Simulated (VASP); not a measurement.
# NiSb (Breithauptite) with AM05 + U: from relaxation to properties, part 6 of 11

Aim: relax NiSb (Breithauptite), then compute properties on the relaxed cell. The start is a cell from a database of measured crystal structures.

VASP 6.6.1, plane waves and PAW; the level of theory is named at each step.

Still holding for the runs below: The k-mesh is coarse for a metal. A U on the itinerant d states of such a compound is hard to justify; it moves the bands at the Fermi level.

So far. Step 6 (Magnetic order: antiferromagnetic, q = (1/2, 1/2, 0)): The energy lies +0.7 meV an atom from the first pattern, a difference of sampling, since both runs hold the same state. The moments fall under 0.1 μB, and the mesh shows no gap. Step 7 (The orders side by side): All patterns lost their moments. Runs that ended non-magnetic differ by up to 5.4 meV an atom among themselves, which is the error from the unlike meshes of the cells. The session goes on with moments started at or near zero.

The database entry behind the starting cell differs from later determinations by our own check (c about 0.3 % short), so it need not match the best structure at ambient conditions.

### 8. Full relaxation (AM05 + U)

This step: AM05, DFT+U (Ni d 4 eV), zero-moment start; plane waves and PAW (Ni, Sb) (VASP 6.6.1).

System of this step: NiSb (Breithauptite). The structure is hexagonal, space group P6_3/mmc (No. 194). The conventional cell has a = 3.928 Å, b = 3.928 Å, c = 5.120 Å, α = 90.00°, β = 90.00°, γ = 120.00°. Nearest to Ni lie 2 Ni at 2.56 Å and 6 Sb at 2.60 Å. Nearest to Sb lie 6 Ni at 2.60 Å. Farther neighbours are not listed.

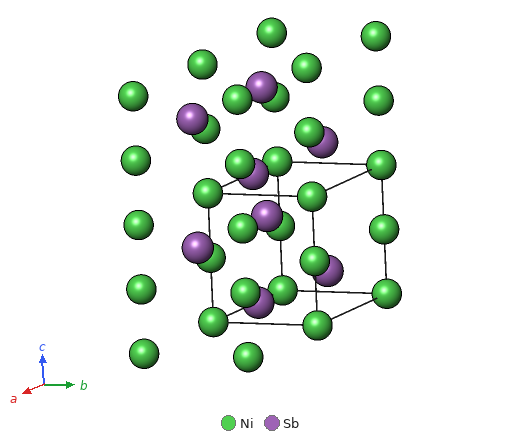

The cell of this step (nickel green, antimony purple). 2×1×2 cells are drawn. Some periodic images of atoms are drawn too.

The start need not lie at this functional's minimum. ISIF = 3 frees volume, shape and positions, and EDIFFG sets the threshold on forces and stress at which the search stops.

INCAR

```
SYSTEM = NiSb
PREC = Accurate
ENCUT = 400
EDIFF = 1E-06
NELM = 100
ISMEAR = 0
SIGMA = 0.05
LREAL = .FALSE.
ALGO = Normal
GGA = AM
NBANDS = 23
ISPIN = 2
MAGMOM = -0 -0 0 0
LDAU = .TRUE.
LDAUTYPE = 2
LDAUL = 2 -1
LDAUU = 4 0
LDAUJ = 0 0
LDAUPRINT = 1
LASPH = .TRUE.
LMAXMIX = 4
LORBIT = 11
LWAVE = .FALSE.
LCHARG = .FALSE.
KPAR = 8
IBRION = 2
NSW = 60
ISIF = 3
EDIFFG = -0.01
```

POSCAR

```
NiSb
1.0
    3.9280000000      0.0000000000      0.0000000000
   -1.9640000000      3.4017477861      0.0000000000
    0.0000000000      0.0000000000      5.1200000000
Ni Sb
2 2
Direct
    0.0000000000      0.0000000000      0.0000000000
    0.0000000000      0.0000000000      0.5000000000
    0.3333333333      0.6666666667      0.2500000000
    0.6666666667      0.3333333333      0.7500000000
```

KPOINTS

```
Automatic mesh
0
Gamma
6 6 4
0 0 0
```

The projector-augmented-wave data sets are Ni and Sb (PBE family, release 64).

Launch:

```sh
$ mpirun -np 8 vasp_std
```

Log:

```text
[... set-up lines as in an earlier step ...]
 entering main loop
       N       E                     dE             d eps       ncg     rms          rms(c)
DAV:   1     0.155577833900E+03    0.15558E+03   -0.10494E+04  1932   0.111E+03
DAV:   2    -0.930201090734E+01   -0.16488E+03   -0.15751E+03  2079   0.256E+02
DAV:   3    -0.173342259941E+02   -0.80322E+01   -0.79226E+01  2332   0.726E+01
DAV:   4    -0.174721129043E+02   -0.13789E+00   -0.13782E+00  2256   0.920E+00
DAV:   5    -0.174762861140E+02   -0.41732E-02   -0.41731E-02  2346   0.160E+00    0.992E+00
DAV:   6    -0.176620184652E+02   -0.18573E+00   -0.62808E+00  2170   0.447E+01    0.747E+00
DAV:   7    -0.168966312205E+02    0.76539E+00   -0.31110E+00  2296   0.341E+01    0.387E+00
DAV:   8    -0.168371267989E+02    0.59504E-01   -0.43099E-01  2230   0.649E+00    0.566E-01
DAV:   9    -0.168346593700E+02    0.24674E-02   -0.17150E-02  2565   0.151E+00    0.329E-01
DAV:  10    -0.168349942234E+02   -0.33485E-03   -0.31505E-03  2172   0.505E-01    0.183E-01
DAV:  11    -0.168351818809E+02   -0.18766E-03   -0.11512E-03  2800   0.537E-01    0.714E-02
DAV:  12    -0.168352101443E+02   -0.28263E-04   -0.29324E-04  2093   0.152E-01    0.633E-02
DAV:  13    -0.168352041251E+02    0.60192E-05   -0.25684E-05  2687   0.457E-02    0.594E-03
DAV:  14    -0.168352049781E+02   -0.85308E-06   -0.41068E-06  2255   0.146E-02
   1 F= -.16835205E+02 E0= -.16832713E+02  d E =-.168352E+02  mag=    -0.0000
 curvature:   0.00 expect dE= 0.000E+00 dE for cont linesearch  0.000E+00
 trial: gam= 0.00000 g(F)=  0.473E-46 g(S)=  0.276E+00 ort = 0.000E+00 (trialstep = 0.100E+01)
 search vector abs. value=  0.276E+00
 bond charge predicted
       N       E                     dE             d eps       ncg     rms          rms(c)
DAV:   1    -0.222253475287E+02   -0.53901E+01   -0.49769E+01  2226   0.104E+02    0.231E+01
DAV:   2    -0.272349530818E+02   -0.50096E+01   -0.84193E+01  2170   0.170E+02    0.255E+01
DAV:   3    -0.169573166896E+02    0.10278E+02   -0.29177E+01  2240   0.103E+02    0.478E+00
DAV:   4    -0.169131080781E+02    0.44209E-01   -0.21174E+00  2584   0.140E+01    0.308E+00
DAV:   5    -0.168574990565E+02    0.55609E-01   -0.16399E-01  2687   0.517E+00    0.173E+00
DAV:   6    -0.168513711436E+02    0.61279E-02   -0.44470E-02  2352   0.292E+00    0.420E-01
DAV:   7    -0.168508926895E+02    0.47845E-03   -0.66340E-03  2396   0.132E+00    0.160E-01
DAV:   8    -0.168509008035E+02   -0.81140E-05   -0.40613E-04  2341   0.262E-01    0.502E-02
DAV:   9    -0.168508901833E+02    0.10620E-04   -0.62885E-05  2732   0.112E-01    0.304E-02
DAV:  10    -0.168508924623E+02   -0.22790E-05   -0.77393E-06  2045   0.194E-02    0.816E-03
DAV:  11    -0.168508921506E+02    0.31170E-06   -0.41001E-07  1141   0.683E-03
   2 F= -.16850892E+02 E0= -.16847515E+02  d E =-.156872E-01  mag=     0.0002
[...]
3 F= -.16913035E+02 E0= -.16909953E+02  d E =-.778296E-01  mag=     0.0000
[...]
4 F= -.16913025E+02 E0= -.16909916E+02  d E =-.778201E-01  mag=     0.0000
[...]
5 F= -.16913114E+02 E0= -.16910035E+02  d E =-.890110E-04  mag=     0.0000
[...]
6 F= -.16913119E+02 E0= -.16910033E+02  d E =-.937351E-04  mag=     0.0000
[...]
7 F= -.16913118E+02 E0= -.16910035E+02  d E =-.932975E-04  mag=     0.0000
[...]
8 F= -.16913117E+02 E0= -.16910035E+02  d E =-.922877E-04  mag=     0.0000
 curvature:  -0.41 expect dE=-0.324E-04 dE for cont linesearch -0.270E-06
 trial: gam= 0.33184 g(F)=  0.759E-48 g(S)=  0.783E-04 ort =-0.134E-04 (trialstep = 0.895E+00)
 search vector abs. value=  0.998E-04
 bond charge predicted
       N       E                     dE             d eps       ncg     rms          rms(c)
DAV:   1    -0.169134997210E+02   -0.38201E-03   -0.57912E-03  2382   0.829E-01    0.159E-01
DAV:   2    -0.169136858967E+02   -0.18618E-03   -0.38800E-03  2312   0.119E+00    0.181E-01
DAV:   3    -0.169131808765E+02    0.50502E-03   -0.16309E-03  2240   0.790E-01    0.406E-02
DAV:   4    -0.169131521717E+02    0.28705E-04   -0.57461E-05  2472   0.805E-02    0.914E-03
DAV:   5    -0.169131518024E+02    0.36931E-06   -0.73392E-06  2206   0.376E-02
   9 F= -.16913152E+02 E0= -.16910044E+02  d E =-.344181E-04  mag=     0.0000
 trial-energy change:   -0.000034  1 .order   -0.000019   -0.000066    0.000028
 step:   0.7488(harm=  0.6294)  dis= 0.00000  next Energy=   -16.913154 (dE=-0.366E-04)
 reached required accuracy - stopping structural energy minimisation
```

Elapsed: 94 s, on 8 MPI ranks of AMD EPYC 7R43, shared host; peak memory 1.7 GiB.

Parts of OUTCAR (step 8):

```text
   k-points           NKPTS =     21   k-points in BZ     NKDIM =     21   number of bands    NBANDS=     23

   NELECT =      30.0000    total number of electrons

atom =   1  type =  1  l = 2

 onsite density matrix

spin component  1

  0.8739  0.0000  0.0000  0.0468 -0.0000
  0.0000  0.8623  0.0000 -0.0000  0.0468
  0.0000  0.0000  0.8945  0.0000  0.0000
  0.0468 -0.0000  0.0000  0.8623  0.0000
 -0.0000  0.0468  0.0000  0.0000  0.8739

spin component  2

 occupancies and eigenvectors

  o =  0.8209  v =  0.0000  0.0000  0.0000  0.0000  0.0000  0.6620 -0.0000 -0.0000 -0.7495  0.0000      0.0000  0.0000  0.0000  0.0000  0.0000  0.0000  0.0000  0.0000  0.0000  0.0000
  o =  0.8209  v =  0.0000  0.0000  0.0000  0.0000  0.0000  0.0000  0.7495  0.0000 -0.0000 -0.6620      0.0000  0.0000  0.0000  0.0000  0.0000  0.0000  0.0000  0.0000  0.0000  0.0000
  o =  0.8209  v =  0.6620 -0.0000 -0.0000 -0.7495  0.0000  0.0000  0.0000  0.0000  0.0000  0.0000      0.0000  0.0000  0.0000  0.0000  0.0000  0.0000  0.0000  0.0000  0.0000  0.0000
  o =  0.8209  v =  0.0000  0.7495  0.0000 -0.0000 -0.6620  0.0000  0.0000  0.0000  0.0000  0.0000      0.0000  0.0000  0.0000  0.0000  0.0000  0.0000  0.0000  0.0000  0.0000  0.0000
  o =  0.8945  v =  0.0000  0.0000  0.0000  0.0000  0.0000 -0.0000 -0.0000  1.0000 -0.0000 -0.0000      0.0000  0.0000  0.0000  0.0000  0.0000  0.0000  0.0000  0.0000  0.0000  0.0000
  o =  0.8945  v = -0.0000 -0.0000  1.0000 -0.0000 -0.0000  0.0000  0.0000  0.0000  0.0000  0.0000      0.0000  0.0000  0.0000  0.0000  0.0000  0.0000  0.0000  0.0000  0.0000  0.0000
  o =  0.9153  v =  0.0000  0.0000  0.0000  0.0000  0.0000  0.7495  0.0000  0.0000  0.6620  0.0000      0.0000  0.0000  0.0000  0.0000  0.0000  0.0000  0.0000  0.0000  0.0000  0.0000
  o =  0.9153  v =  0.0000  0.0000  0.0000  0.0000  0.0000  0.0000 -0.6620 -0.0000  0.0000 -0.7495      0.0000  0.0000  0.0000  0.0000  0.0000  0.0000  0.0000  0.0000  0.0000  0.0000
  o =  0.9153  v =  0.7495  0.0000  0.0000  0.6620  0.0000  0.0000  0.0000  0.0000  0.0000  0.0000      0.0000  0.0000  0.0000  0.0000  0.0000  0.0000  0.0000  0.0000  0.0000  0.0000
  o =  0.9153  v =  0.0000 -0.6620 -0.0000  0.0000 -0.7495  0.0000  0.0000  0.0000  0.0000  0.0000      0.0000  0.0000  0.0000  0.0000  0.0000  0.0000  0.0000  0.0000  0.0000  0.0000

atom =   2  type =  1  l = 2

 onsite density matrix

spin component  1

  0.8739  0.0000  0.0000 -0.0468 -0.0000
  0.0000  0.8623 -0.0000 -0.0000 -0.0468
  0.0000 -0.0000  0.8945 -0.0000  0.0000
 -0.0468 -0.0000 -0.0000  0.8623 -0.0000
 -0.0000 -0.0468  0.0000 -0.0000  0.8739

spin component  2

 occupancies and eigenvectors

  o =  0.8209  v =  0.0000  0.0000  0.0000  0.0000  0.0000  0.6620  0.0000 -0.0000  0.7495  0.0000      0.0000  0.0000  0.0000  0.0000  0.0000  0.0000  0.0000  0.0000  0.0000  0.0000
  o =  0.8209  v =  0.0000  0.0000  0.0000  0.0000  0.0000  0.0000 -0.7495  0.0000  0.0000 -0.6620      0.0000  0.0000  0.0000  0.0000  0.0000  0.0000  0.0000  0.0000  0.0000  0.0000
  o =  0.8209  v = -0.6620  0.0000  0.0000 -0.7495 -0.0000  0.0000  0.0000  0.0000  0.0000  0.0000      0.0000  0.0000  0.0000  0.0000  0.0000  0.0000  0.0000  0.0000  0.0000  0.0000
  o =  0.8209  v =  0.0000 -0.7495  0.0000  0.0000 -0.6620  0.0000  0.0000  0.0000  0.0000  0.0000      0.0000  0.0000  0.0000  0.0000  0.0000  0.0000  0.0000  0.0000  0.0000  0.0000
  o =  0.8945  v =  0.0000  0.0000  0.0000  0.0000  0.0000 -0.0000  0.0000  1.0000  0.0000 -0.0000      0.0000  0.0000  0.0000  0.0000  0.0000  0.0000  0.0000  0.0000  0.0000  0.0000
  o =  0.8945  v =  0.0000  0.0000  1.0000  0.0000 -0.0000  0.0000  0.0000  0.0000  0.0000  0.0000      0.0000  0.0000  0.0000  0.0000  0.0000  0.0000  0.0000  0.0000  0.0000  0.0000
  o =  0.9153  v =  0.0000  0.0000  0.0000  0.0000  0.0000  0.7495 -0.0000  0.0000 -0.6620  0.0000      0.0000  0.0000  0.0000  0.0000  0.0000  0.0000  0.0000  0.0000  0.0000  0.0000
  o =  0.9153  v =  0.0000  0.0000  0.0000  0.0000  0.0000  0.0000  0.6620 -0.0000 -0.0000 -0.7495      0.0000  0.0000  0.0000  0.0000  0.0000  0.0000  0.0000  0.0000  0.0000  0.0000
  o =  0.9153  v = -0.7495  0.0000 -0.0000  0.6620  0.0000  0.0000  0.0000  0.0000  0.0000  0.0000      0.0000  0.0000  0.0000  0.0000  0.0000  0.0000  0.0000  0.0000  0.0000  0.0000
  o =  0.9153  v =  0.0000  0.6620 -0.0000  0.0000 -0.7495  0.0000  0.0000  0.0000  0.0000  0.0000      0.0000  0.0000  0.0000  0.0000  0.0000  0.0000  0.0000  0.0000  0.0000  0.0000

 E-fermi :  10.5448

 spin component 1
 k-point     1 :       0.0000    0.0000    0.0000
  band No.  band energies     occupation
    ...
      9       7.7465      1.00000
     10       7.7465      1.00000
     11       8.6164      1.00000
     12       8.6164      1.00000
     13      10.0471      1.00000
     14      11.4185      0.00000
     15      11.4185      0.00000
     16      13.1113      0.00000
     17      13.1113      0.00000
     18      13.8777      0.00000
    ...

 k-point     2 :       0.1667    0.0000    0.0000
  band No.  band energies     occupation
    ...
     11       8.5785      1.00000
     12       8.6166      1.00000
     13       9.3637      1.00000
     14       9.9264      1.00000
     15      10.2411      1.00000
     16      12.1266      0.00000
     17      14.0696      0.00000
     18      14.1691      0.00000
     19      15.3679      0.00000
     20      16.6884      0.00000
    ...

  Total        0.0289076      0.0289076      0.0113826     -0.0000000     -0.0000000      0.0000000
  in kB        0.7148001      0.7148001      0.2814576     -0.0000000     -0.0000000      0.0000000
  external PRESSURE =       0.5703526 kB  Pullay stress =       0.0000000 kB

 POSITION                                       TOTAL-FORCE (eV/Angst)
 -----------------------------------------------------------------------------------
      0.00000      0.00000      0.00000        -0.000000     -0.000000      0.000000
      0.00000     -0.00000      2.52336        -0.000000      0.000000      0.000000
     -0.00000      2.22300      1.26168         0.000000      0.000000     -0.000000
      1.92517      1.11150      3.78503        -0.000000      0.000000      0.000000
 -----------------------------------------------------------------------------------
    total drift:                               -0.000000      0.000000      0.000000

  FREE ENERGIE OF THE ION-ELECTRON SYSTEM (eV)
  ---------------------------------------------------
  free  energy   TOTEN  =       -16.9131518024 eV

  energy  without entropy=      -16.9069353124  energy(sigma->0) =      -16.91004356

 reached required accuracy - stopping structural energy minimisation

 magnetization (x)
# of ion       s       p       d       tot
------------------------------------------
    1        0.000   0.000   0.000   0.000
    2        0.000   0.000   0.000   0.000
    3        0.000   0.000   0.000   0.000
    4        0.000   0.000   0.000   0.000
--------------------------------------------------
tot          0.000   0.000   0.000   0.000

[... 6 parts as in an earlier step ...]

[... 11 further parts left out ...]
```

CONTCAR:

```
NiSb
   1.00000000000000
     3.8503447293627220   -0.0000000000000000    0.0000000000000000
    -1.9251723646813610    3.3344963489883037   -0.0000000000000000
    -0.0000000000000000   -0.0000000000000000    5.0467105520100404
  Ni              Sb
     2     2
Direct
     0.0000000000000000    0.0000000000000000    0.0000000000000000
     0.0000000000000000    0.0000000000000000    0.5000000000000000
     0.3333333332999970    0.6666666667000030    0.2500000000000000
     0.6666666667000030    0.3333333332999970    0.7500000000000000
```

This run allows spin, but its moments start at zero, where symmetry between the spins tends to hold them, although Ni can carry a moment. The run keeps the 24 symmetry operations of its start, so it cannot find a distortion of lower symmetry.

The steps of the relaxation:

```
step  energy less that of the first step (eV)  largest force (eV/Å)  pressure (GPa)  volume (Å³)
   1                                   0.0000                0.0000           -6.45        68.41
   2                                  -0.0157                0.0000            7.00        61.82
   3                                  -0.0778                0.0000           -0.08        64.80
   4                                  -0.0778                0.0000            0.14        64.73
   5                                  -0.0779                0.0000           -0.15        64.85
   6                                  -0.0779                0.0000           -0.04        64.82
   7                                  -0.0779                0.0000           -0.06        64.83
   8                                  -0.0779                0.0000           -0.09        64.84
   9                                  -0.0779                0.0000            0.06        64.79
```

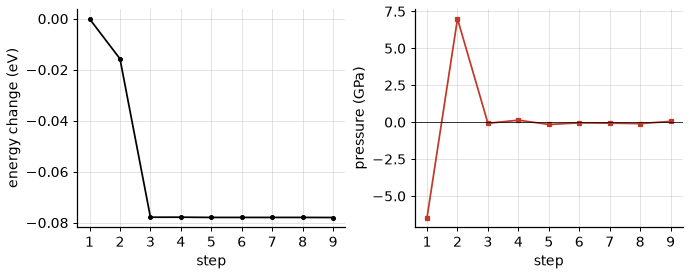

Energy and pressure along the relaxation.

```
conventional cell, symmetrised  before  after  change
                         a (Å)   3.928  3.850  -2.0 %
                         b (Å)   3.928  3.850  -2.0 %
                         c (Å)   5.120  5.047  -1.4 %
              volume (Å³/atom)   17.10  16.20  -5.3 %
```

The relaxed structure:

```
Ni Sb
1.0
     3.85034    0.00000    0.00000
    -1.92517    3.33450    0.00000
     0.00000    0.00000    5.04671
Ni Sb
2 2
Cartesian
  0.0000 0.0000 0.0000
  0.0000 0.0000 2.5234
  0.0000 2.2230 1.2617
  1.9252 1.1115 3.7850
```

This step gave:

| Property | Result |
| --- | --- |
| electrons | 30 |
| bands | 23 |
| irreducible k points | 21 |
| symmetry operations | 24 |
| free energy (TOTEN) | -16.91 eV |
| energy at zero smearing | -16.91 eV |
| Fermi energy | 10.54 eV |
| pressure | 0.05704 GPa |
| SCF cycles over all ionic steps | 68 |

It ends with forces that vanish by symmetry and a pressure of 0.06 GPa.

(Part 6 of 11 ends here.)

[Lines on the potential files, build, host, timing and source positions are cut from VASP's logs without a mark.]

[Logs are printed without paths, hosts, clocks, repeated set-up lines and the standing remarks that a program may print on its own settings, such as how far it seeks lower states.]

[Hosts, paths, dates, database ids (printed as entryN), source tags and the programs' standing remarks are cut or masked in the printed files.]

[A measured line is paired with the nearest computed mode of its activity, which favours agreement.]
